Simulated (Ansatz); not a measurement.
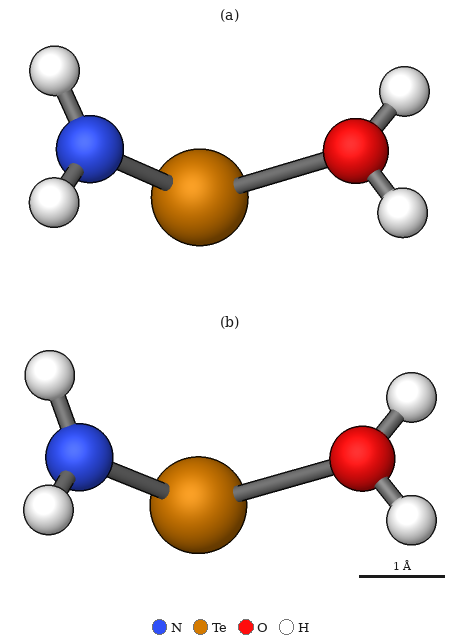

The structure of NH$_{4}$TeO (charge +1) before (top) and after (bottom) a relaxation, at one scale.

A ball-and-stick model, seen at a tilt.

The run prepares an end point of a later path (torsion) calculation, from a guessed geometry.

All numbers below come from RKS BLYP/def2-SVP (Ansatz 0.2.0).

Input file:
```yaml
crystal:
  periodic: [false, false, false]
  atoms:
    - { symbol: "N", position_ang: [-1.40309, -0.21753, -0.68415] }
    - { symbol: Te, position_ang: [-0.59208, 1.07795, 0.46358] }
    - { symbol: O, position_ang: [1.45096, 0.04586, 0.59809] }
    - { symbol: H, position_ang: [-1.42728, -0.11969, -1.69368] }
    - { symbol: H, position_ang: [-1.95496, -0.9938, -0.33464] }
    - { symbol: H, position_ang: [2.20465, 0.49578, 0.18321] }
    - { symbol: H, position_ang: [1.72179, -0.28857, 1.46758] }
total_charge: 1
basis:
  gaussian: { orbitals: def2-SVP }
hamiltonian:
  xc: blyp
relax:
  f_tol: 0.015
  max_steps: 40
```

Run as
```bash
ansatz run input.yaml --threads 1 --pin off --max-ram 2048MiB --backend cpu --events-out ev --progress --plain --runs-dir out
```

### Summarise the run.

The atom that moves furthest after the best rigid fit is N1 (0.13 Å). Largest moves by element: N 0.13 Å, H 0.11 Å, O 0.08 Å, Te 0.02 Å. Some distances before and after: Te2–O3 2.293 → 2.365 Å, N1–Te2 1.911 → 1.963 Å, N1–H4 1.015 → 1.029 Å, O3–H6 0.971 → 0.984 Å. Bond angles that change, for instance: N1–Te2–O3 96.2° → 100.7°. Over 5 accepted moves (7 points after the start) the energy falls by 2.01 kcal/mol. The largest force component goes from 1.1 to 0.014 eV/Å. The line search rejected the trial steps at points 2, 6 of the run.
